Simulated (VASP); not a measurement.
Band structure of SnO (relaxed from the CsCl structure, space group Pm-3m). Method: r2SCAN meta-GGA, VASP's PBE PAW potentials (set 64) (plane waves; VASP 6.6.1).

Unless said otherwise, spin-orbit coupling is left out, though it shifts the bands of the heavy elements here.

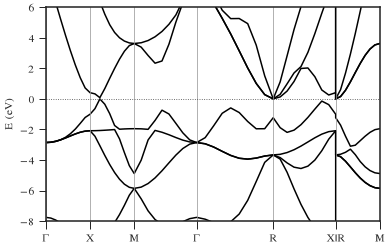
Bands along high-symmetry lines, zero at the valence-band maximum or, without a gap, the Fermi level

Q: Read the plot: is there a gap, and where are the band edges?

A: It has no gap at this level: it comes out as a metal or semimetal.

The structure was generated: SnO was put into the CsCl type (Pm-3m), which need not be its known phase. It was relaxed first, which changed the volume by +33 %.
